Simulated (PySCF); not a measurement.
```yaml
atoms:
  - { symbol: O, position_ang: [3.8121, -0.5363, -0.3516] }
  - { symbol: C, position_ang: [2.6489, -0.2551, -0.3824] }
  - { symbol: C, position_ang: [1.5913, -0.7917, 0.5463] }
  - { symbol: C, position_ang: [1.0636, 0.3678, 1.3406] }
  - { symbol: C, position_ang: [0.0137, 1.1040, 0.9995] }
  - { symbol: Si, position_ang: [-1.1357, 0.8632, -0.4763] }
  - { symbol: Si, position_ang: [-2.8201, -0.6407, 0.0330] }
  - { symbol: H, position_ang: [2.2485, 0.4817, -1.1058] }
  - { symbol: H, position_ang: [0.7947, -1.2325, -0.0550] }
  - { symbol: H, position_ang: [2.0292, -1.5456, 1.2018] }
  - { symbol: H, position_ang: [1.6488, 0.6087, 2.2207] }
  - { symbol: H, position_ang: [-0.2440, 1.9246, 1.6586] }
  - { symbol: H, position_ang: [-1.6386, 2.2073, -0.7931] }
  - { symbol: H, position_ang: [-0.3544, 0.4562, -1.6558] }
  - { symbol: H, position_ang: [-3.7586, -0.7899, -1.0817] }
  - { symbol: H, position_ang: [-2.2986, -1.9788, 0.3319] }
  - { symbol: H, position_ang: [-3.6076, -0.2309, 1.1982] }
```

Geometry: GFN2-xTB.

Method: B3LYP/def2-SVPD, SCF density, gas phase (PySCF 2.14.0).

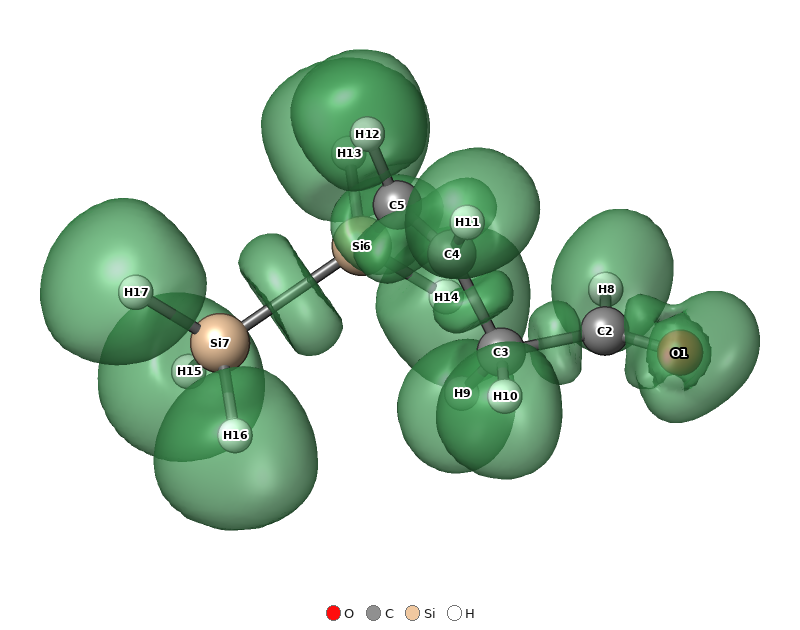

C₄H₁₀OSi₂ (SMILES O=CC/C=C\[SiH2][SiH3]). Isosurface of the ELF at 0.75 (green), seen at an oblique angle. Core shells and regions of very low density are left out.

Question: Identify the bonds, lone pairs and shells in this picture.

Answer: The surface consists of three regions between bonded C–C atoms (shared pairs), one region between bonded C–Si atoms (shared pairs), one region between bonded Si–Si atoms (shared pairs), ten regions around hydrogen nuclei and one region on O in which the atom's valence shell and bonds are merged. Along the contacts the grid gives the following. C–O (1.20 Å): the ELF peaks at about 0.85 between the atoms: a multiple bond. C–C (1.33 Å): the ELF peaks at about 0.95 between the atoms: a multiple bond.
